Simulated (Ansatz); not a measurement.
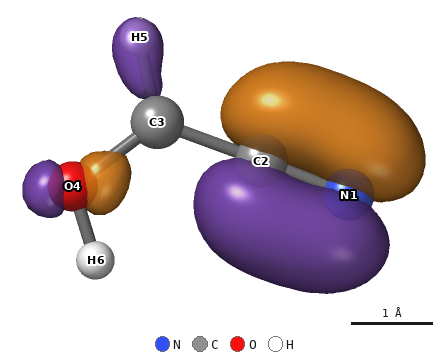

*C2H2NO (SMILES [N]=C=CO) (doublet). The HOMO−1 (α) at ±0.15 Å⁻³ᐟ² (orange and purple are the two phases), seen at a tilt.*

All numbers below come from UKS PBE0/def2-SVP (Ansatz).

```csv
atom,x (Å),y (Å),z (Å)
N,0.5306,-2.2043,0.8078
C,0.3756,-1.1184,0.3943
C,0.1655,0.1676,-0.0914
O,-1.0440,0.7397,-0.1427
H,0.9823,0.7876,-0.4610
H,-1.7134,0.1336,0.1998
```

### What is the character of this orbital?

It lies mainly on N1 (about 50 %) and C2 (about 40 %); it is symmetric in the molecular plane (an in-plane orbital: σ, lone-pair or in-plane π type). Its energy is −9.95 eV.
